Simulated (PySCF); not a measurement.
**PmOF: other functionals and bases at one geometry**

How far do other levels of theory move the description of PmOF, and what does each cost? The structure is generated, not taken from experiment.

Program: PySCF 2.14.0. Level of theory: several levels, as the steps say, no spin–orbit coupling. These are calculated values, not measurements.

1 further run of the same task is left out (for a known fault of the program).

### 1 The starting structure

3 atoms, charge 0, spin multiplicity 1.

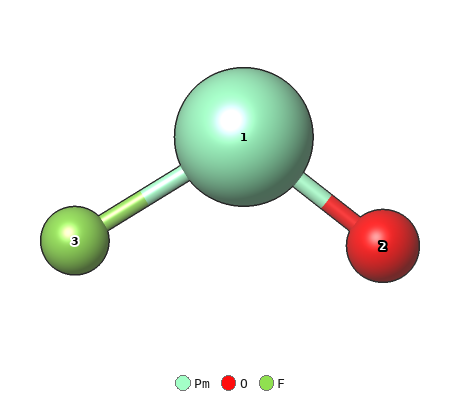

The geometry (promethium light green, oxygen red, fluorine green); atoms are numbered from 1 in the order of the file.

Geometry (Å):

```tsv
atom	x (Å)	y (Å)	z (Å)
Pm1	0.0411	0.0000	-0.3661
O2	1.5552	0.0000	0.7183
F3	-1.6885	0.0000	0.8017
```

Formal oxidation states: Pm +3. Each metal's 4 4f electrons lie in its core potential, so multiplicities, spins and levels count the valence alone. An earlier session relaxed this geometry at PBE0, Pm lcecp-1-SVP with ECP50, O def2-SVP, F def2-SVP (singlet, point group Cs).

At PBE0 on the finer grid: E = -208.952212 Eh, HOMO -6.62 eV, LUMO -2.08 eV, Mulliken charge on Pm1 +0.91 e, largest force component 0.005 eV/Å. 

Levels to run: TPSS; CAM-B3LYP; PBE0, TZVP. Hardware: 2 threads of Arm Neoverse V2, shared host.

### 2 TPSS

run.py (the lines that set the calculation) reads:

```python
mol = gto.M(atom='''
Pm     0.04114     0.00000    -0.36606
O      1.55517     0.00000     0.71825
F     -1.68848     0.00000     0.80174''',
    basis={'Pm': 'lcecp-1-SVP', 'O': 'def2-SVP', 'F': 'def2-SVP'},
    ecp={'Pm': 'lcecp-1-SVP'},
    charge=0, spin=0)
mf = dft.RKS(mol, xc='TPSS')
mf.grids.atom_grid = (75, 302)  # f atoms: unpruned, at least (60, 302)
mf = mf.density_fit()  # fitting sets: Pm AutoAux, O def2-universal-JKFIT, F def2-universal-JKFIT
mf.conv_tol = 1e-08; mf.max_cycle = 55
mf.kernel(dm0)  # dm0: the density of the relaxed state
```

The run is started by

```
OMP_NUM_THREADS=2 python run.py
```

The program printed:

```text
init E= -209.158427894051
  HOMO = -0.187299359967327  LUMO = -0.0933241055651095  gap/eV = 2.55720
cycle= 1 E= -209.158327943929  delta_E= 0.0001  |g|= 0.0861  |ddm|= 0.187
  HOMO = -0.205856968571366  LUMO = -0.0859184535146902  gap/eV = 3.26369
cycle= 2 E= -209.141691143644  delta_E= 0.0166  |g|= 0.291  |ddm|= 0.295
  HOMO = -0.187146601512216  LUMO = -0.0894984027384815  gap/eV = 2.65714
cycle= 3 E= -209.159675791595  delta_E= -0.018  |g|= 0.0497  |ddm|= 0.215
  HOMO = -0.190508665477104  LUMO = -0.0900819989303692  gap/eV = 2.73275
cycle= 4 E= -209.160119533731  delta_E= -0.000444  |g|= 0.0139  |ddm|= 0.0404
  HOMO = -0.190299691618427  LUMO = -0.0908059288885745  gap/eV = 2.70736
cycle= 5 E= -209.160170973418  delta_E= -5.14e-05  |g|= 0.00103  |ddm|= 0.0147
  HOMO = -0.190231346006772  LUMO = -0.0907567150513806  gap/eV = 2.70684
cycle= 6 E= -209.160171223315  delta_E= -2.5e-07  |g|= 0.000162  |ddm|= 0.00109
  HOMO = -0.190228946628907  LUMO = -0.0907523499619174  gap/eV = 2.70690
cycle= 7 E= -209.160171228797  delta_E= -5.48e-09  |g|= 5.15e-05  |ddm|= 0.000124
  HOMO = -0.190244074093111  LUMO = -0.0907488424599379  gap/eV = 2.70740
Extra cycle  E= -209.160171221904  delta_E= 6.89e-09  |g|= 0.000185  |ddm|= 0.000178
converged SCF energy = -209.160171221904
```

It took 2.2 s on 2 threads of Arm Neoverse V2, shared host.

It gives: E = -209.160171 Eh, HOMO -5.18 eV, LUMO -2.47 eV, Mulliken charge on Pm1 +0.83 e, largest force component 0.810 eV/Å. 

### 3 CAM-B3LYP

Edit run.py (the lines that set the calculation) of step 2 so:

```diff
@@ -7,3 +7,3 @@
     charge=0, spin=0)
-mf = dft.RKS(mol, xc='TPSS')
+mf = dft.RKS(mol, xc='CAMB3LYP')
 mf.grids.atom_grid = (75, 302)  # f atoms: unpruned, at least (60, 302)
```

The run is started by

```
OMP_NUM_THREADS=2 python run.py
```

The program printed:

```text
init E= -209.046858393143
  HOMO = -0.293151422487131  LUMO = -0.0527810827842785  gap/eV = 6.54081
cycle= 1 E= -209.047250749462  delta_E= -0.000392  |g|= 0.0573  |ddm|= 0.101
  HOMO = -0.277585815345262  LUMO = -0.0569283428454739  gap/eV = 6.00440
cycle= 2 E= -209.044782646886  delta_E= 0.00247  |g|= 0.126  |ddm|= 0.122
  HOMO = -0.291523728801599  LUMO = -0.0553579252147784  gap/eV = 6.42640
cycle= 3 E= -209.047920545399  delta_E= -0.00314  |g|= 0.00853  |ddm|= 0.0837
  HOMO = -0.291044455701052  LUMO = -0.0553997671173612  gap/eV = 6.41222
cycle= 4 E= -209.047933695768  delta_E= -1.32e-05  |g|= 0.0018  |ddm|= 0.00645
  HOMO = -0.291228025554939  LUMO = -0.0555197765363715  gap/eV = 6.41395
cycle= 5 E= -209.047935209725  delta_E= -1.51e-06  |g|= 0.000389  |ddm|= 0.00385
  HOMO = -0.291327774308196  LUMO = -0.055541597680179  gap/eV = 6.41607
cycle= 6 E= -209.047935357043  delta_E= -1.47e-07  |g|= 0.000126  |ddm|= 0.00135
  HOMO = -0.291334167739198  LUMO = -0.0555444125691444  gap/eV = 6.41617
cycle= 7 E= -209.047935387484  delta_E= -3.04e-08  |g|= 3.17e-05  |ddm|= 0.000828
  HOMO = -0.291328441623855  LUMO = -0.0555403485987114  gap/eV = 6.41612
cycle= 8 E= -209.047935389959  delta_E= -2.48e-09  |g|= 9.71e-06  |ddm|= 0.000258
  HOMO = -0.291328841860928  LUMO = -0.0555410203392164  gap/eV = 6.41611
Extra cycle  E= -209.047935390111  delta_E= -1.51e-10  |g|= 6.75e-06  |ddm|= 4.31e-05
converged SCF energy = -209.047935390111
```

It took 1.9 s on 2 threads of Arm Neoverse V2, shared host.

Result: E = -209.047935 Eh, HOMO -7.93 eV, LUMO -1.51 eV, Mulliken charge on Pm1 +0.89 e, largest force component 0.056 eV/Å. 

### 4 PBE0, TZVP

Basis: Pm lcecp-1-TZVP with ECP50, O def2-TZVP, F def2-TZVP. 

run.py (the lines that set the calculation) reads:

```python
mol = gto.M(atom='''
Pm     0.04114     0.00000    -0.36606
O      1.55517     0.00000     0.71825
F     -1.68848     0.00000     0.80174''',
    basis={'Pm': 'lcecp-1-TZVP', 'O': 'def2-TZVP', 'F': 'def2-TZVP'},
    ecp={'Pm': 'lcecp-1-TZVP'},
    charge=0, spin=0)
mf = dft.RKS(mol, xc='PBE0')
mf.grids.atom_grid = (75, 302)  # f atoms: unpruned, at least (60, 302)
mf = mf.density_fit()  # fitting sets: Pm AutoAux, O def2-universal-JKFIT, F def2-universal-JKFIT
mf.conv_tol = 1e-08; mf.max_cycle = 55
mf.kernel(dm0)  # dm0: free metal ions and neutral atoms
```

The run is started by

```
OMP_NUM_THREADS=2 python run.py
```

The program printed:

```text
init E= -214.22507012433
  HOMO = -0.20766025072678  LUMO = -0.0974676744353097  gap/eV = 2.99849
cycle= 1 E= -208.939360550492  delta_E= 5.29  |g|= 1.36  |ddm|= 1.86
  HOMO = -0.248374547827491  LUMO = -0.0683381568015705  gap/eV = 4.89904
cycle= 2 E= -208.715248685711  delta_E= 0.224  |g|= 1.81  |ddm|= 1.21
  HOMO = -0.225824093569572  LUMO = -0.0787281823698921  gap/eV = 4.00268
cycle= 3 E= -209.163650929894  delta_E= -0.448  |g|= 0.161  |ddm|= 0.745
  HOMO = -0.274402814101361  LUMO = -0.0727431653735777  gap/eV = 5.48744
cycle= 4 E= -209.145893053894  delta_E= 0.0178  |g|= 0.348  |ddm|= 0.273
  HOMO = -0.245034855042943  LUMO = -0.0754193087724407  gap/eV = 4.61547
cycle= 5 E= -209.169605582014  delta_E= -0.0237  |g|= 0.0227  |ddm|= 0.159
  HOMO = -0.243240141453031  LUMO = -0.076004691239746  gap/eV = 4.55071
cycle= 6 E= -209.169725642441  delta_E= -0.00012  |g|= 0.00232  |ddm|= 0.017
  HOMO = -0.243169929714461  LUMO = -0.0758329955121372  gap/eV = 4.55347
cycle= 7 E= -209.169726964757  delta_E= -1.32e-06  |g|= 0.000605  |ddm|= 0.00272
  HOMO = -0.243170854682648  LUMO = -0.075825024812387  gap/eV = 4.55371
cycle= 8 E= -209.169727034012  delta_E= -6.93e-08  |g|= 0.000104  |ddm|= 0.000473
  HOMO = -0.24318564289284  LUMO = -0.0758309838509952  gap/eV = 4.55395
cycle= 9 E= -209.169727036922  delta_E= -2.91e-09  |g|= 2.69e-05  |ddm|= 0.000148
  HOMO = -0.243186868524815  LUMO = -0.0758276451712366  gap/eV = 4.55408
Extra cycle  E= -209.169727036662  delta_E= 2.59e-10  |g|= 5.3e-05  |ddm|= 7.15e-05
converged SCF energy = -209.169727036662
```

Run time: 4.7 s. Hardware: 2 threads of Arm Neoverse V2, shared host.

It gives: E = -209.169727 Eh, HOMO -6.62 eV, LUMO -2.06 eV, Mulliken charge on Pm1 +1.28 e, largest force component 0.268 eV/Å. 

### 5 Results

| level | state | HOMO (eV) | gap (eV) | charge on Pm1 (e) | dipole (D) | largest force (eV/Å) | basis functions | time |
| --- | --- | --- | --- | --- | --- | --- | --- | --- |
| PBE0 (relaxed here) | singlet | -6.62 | 4.55 | 0.91 | 7.52 | 0.00 | 61 | 3.4 s |
| TPSS | singlet | -5.18 | 2.71 | 0.83 | 7.11 | 0.81 | 61 | 2.2 s |
| CAM-B3LYP | singlet | -7.93 | 6.42 | 0.89 | 7.74 | 0.06 | 61 | 1.9 s |
| PBE0, TZVP | singlet | -6.62 | 4.55 | 1.28 | 7.78 | 0.27 | 109 | 4.7 s |

Times are on 2 threads of Arm Neoverse V2, shared host; the first row also made further properties.

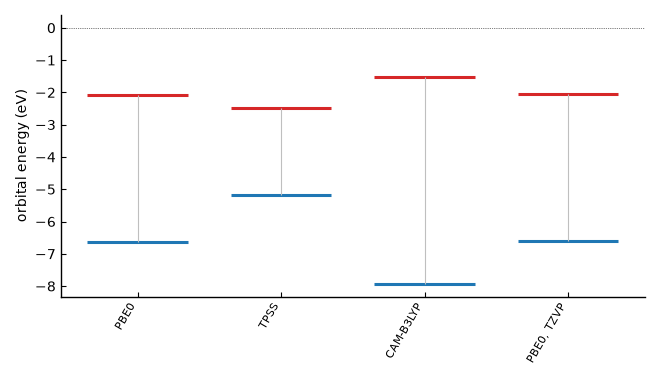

Highest filled and lowest empty level, method by method.

In one basis the HOMO–LUMO gap runs from 2.71 eV (TPSS) to 6.42 eV (CAM-B3LYP). The largest leftover force, 0.81 eV/Å with TPSS, stands at a geometry relaxed at another level. The Mulliken charge on Pm spans +0.83 to +1.28 e over the levels. With 4f in the core, its levels are missing from HOMO and gap. Total energies of different levels can't be compared. Spin–orbit coupling is left out throughout.
